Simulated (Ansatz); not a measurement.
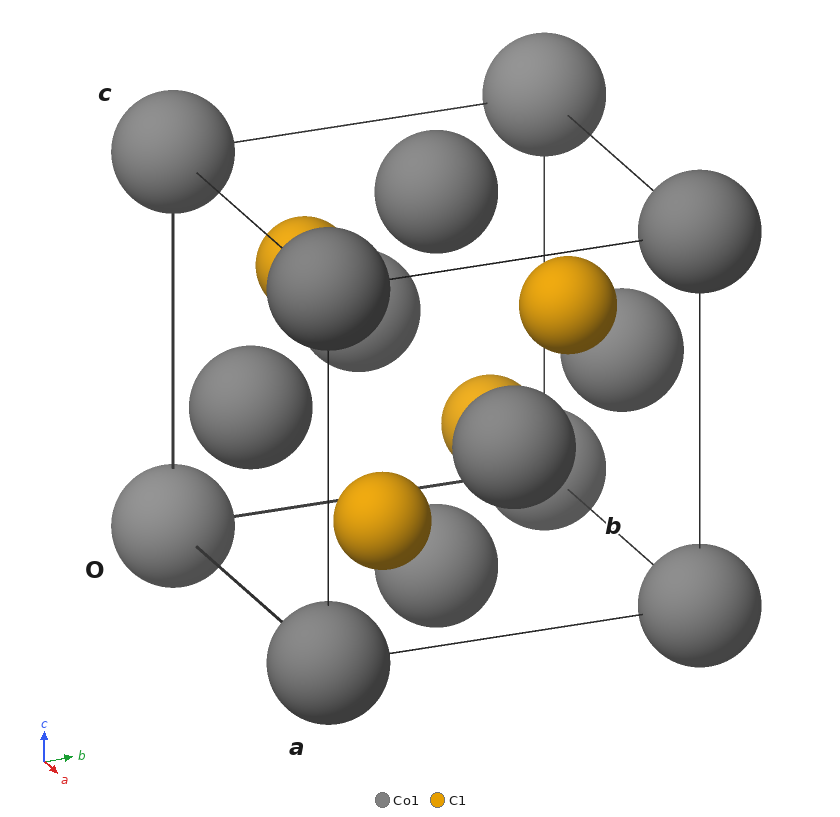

One unit cell; atoms that symmetry makes equivalent share a colour (atoms on faces, edges and corners are repeated). Crystal: CoC, the end point of a relaxation with DFT PBE, scalar-relativistic, plane waves, PAW (Ansatz 0.2.0); the starting structure was generated, so it need not be a known form of this composition. The drawing is computed from the coordinates (standard cell, symmetry found to 0.002 Å).

a = 4.263 Å, b = 4.263 Å, c = 4.263 Å, α = 90.00°, β = 90.00°, γ = 90.00°; space group F-43m, No. 216.

One atom of each site: Co1 (0, 0, 0); C1 (1/4, 1/4, 3/4).

Question: Give the multiplicity, Wyckoff letter and site symmetry of each site.

Answer:
```
site  Wyckoff  symmetry
 Co1       4a      -43m
  C1       4d      -43m
```

Question: How many free positional parameters does the structure have?

Answer: 0: Co1 0, C1 0.
